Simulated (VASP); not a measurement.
Band structure of CoSn (sg191). Method: PBEsol GGA with spin-orbit coupling, VASP's PBE PAW potentials (set 64) (plane waves; VASP).

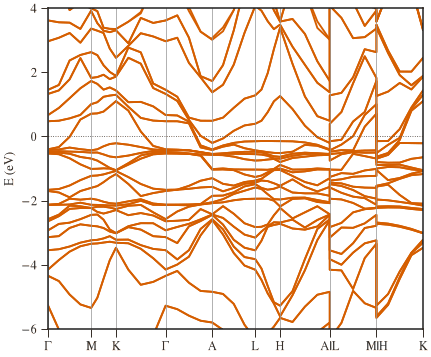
Figure: Bands along high-symmetry lines, zero at the valence-band maximum or, without a gap, the Fermi level

Read the plot: is there a gap, and where are the band edges?

It has no gap at this level: it comes out as a metal or semimetal.

The compound is CoSn in the sg191 structure. It was relaxed first.
